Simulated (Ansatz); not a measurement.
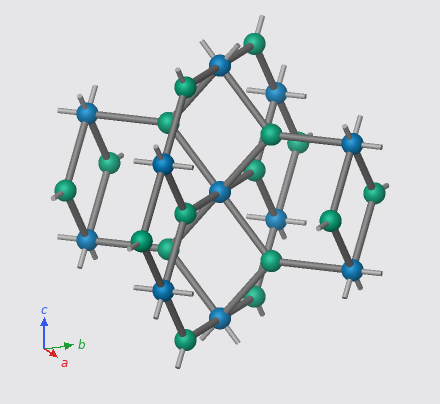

The picture shows a finite piece of the underlying net of a crystal structure, nodes on the atoms' positions. Nodes are coloured by topological kind. Short stubs are edges that leave the cut-out.

> Classify the net: periodicity, connectivity, name.

A binodal (3,6)-connected, three-periodic net. It is the rtl net, known from rutile.

> Give point symbol and coordination sequence of each kind of node.

3-connected node: 4·6², sequence 3, 14, 19, 62, 51; 6-connected node: 4²·6¹⁰·8³, sequence 6, 10, 38, 34, 102.

Where the net comes from. TiO2 (space group P4_2/mnm, No. 136). Coordinates: a calculation's input that goes back to an entry of the Crystallography Open Database (an earlier step may have relaxed or displaced it). Bonds are taken as O–Ti below 2.2 Å; no other contact counts. Atoms with one bond or none are removed and atoms with two bonds are replaced by edges, until no such atom is left. O is a 3-connected node; Ti is a 6-connected node, in the ratio 2:1.
